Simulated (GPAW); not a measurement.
Consider TiPd (Pm-3m).

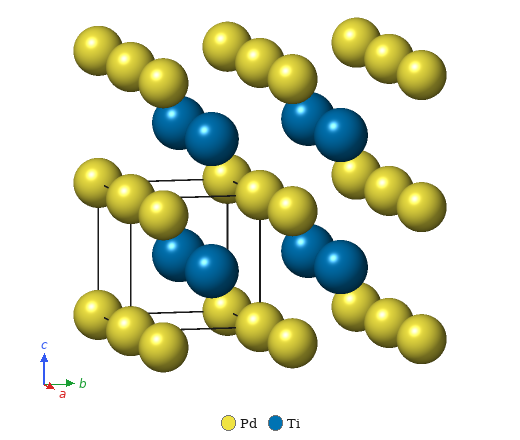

The structure (palladium yellow, titanium blue). 2×2×2 cells are drawn. Some periodic images of atoms are drawn too.

```xyz
2
Lattice="3.1800 0.0000 0.0000 0.0000 3.1800 0.0000 0.0000 0.0000 3.1800" Properties=species:S:1:pos:R:3 pbc="T T T"
Pd    0.0000    0.0000    0.0000
Ti    1.5900    1.5900    1.5900
```

Absorber: atom 1, with 8 Ti at 2.75 Å and 6 Pd at 3.18 Å (cube and octahedron, as in bcc, site symmetry m-3m). Method: GPAW, LDA, excited-electron core hole (neutral cell), 8-atom cell with 5.5 Å between holes, 6×6×6 k points, dipole transitions, Gaussian full width 2.25 eV up to 4 eV, rising linearly to 3.5 eV at 25 eV.

**Question.** Where do the maxima of the Pd L₃ edge fall?

Main maxima up to 30 eV above the zero (height): 1.2 eV (1.61), 8.8 eV (1.13), 15.2 eV (1.26), 21.6 eV (1.15) and 28.8 eV (1.14). At an L edge the dipole rule selects empty d (and weakly s) states on the absorber, and the strong line at the onset measures the empty part of its d band. 

The Pd L₃ spectrum (energy from the lowest empty level; intensity scaled to a mean of 1 over the first 20 eV):

```csv
E (eV),intensity
-2.0,0.04
-0.5,0.59
1.0,1.58
2.5,1.10
4.0,0.56
5.5,0.47
7.0,0.76
8.5,1.12
10.0,1.09
11.5,1.04
13.0,1.06
14.5,1.22
16.0,1.21
17.5,0.96
19.0,0.88
20.5,1.07
22.0,1.15
23.5,1.04
25.0,0.96
26.5,1.01
28.0,1.12
29.5,1.11
31.0,0.91
```

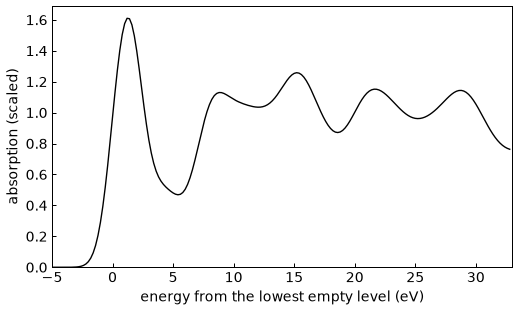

The Pd L₃ edge.

Only the L₃ part is meant: spin–orbit coupling of the core level isn't computed and the L₂ copy isn't added. The script folds with a Gaussian, whereas the core hole's own line is a Lorentzian, so the onset is too steep and the first peak too high. The holes are only 5.5 Å apart, so the shape is probably not converged with cell size; no larger cell was run here. The structure is a published determination, not relaxed.

[Banner, clock and machine lines of the logs are left out without a mark of their own.]

[Logs are printed without paths, hosts, clocks, repeated set-up lines and the standing remarks that a program may print on its own settings, such as how far it seeks lower states.]

[Hosts, paths, dates, database ids (printed as entryN), source tags and the programs' standing remarks are cut or masked in the printed files.]

[Lists of maxima count a maximum above −3 eV only where it reaches 4 % of the highest in the window and stands out from its surroundings by 2 % of it (1.5 % where it reaches 55 %); shoulders and weaker maxima are passed over, and of the rest the first, up to two pre-edge ones and the few strongest are named.]
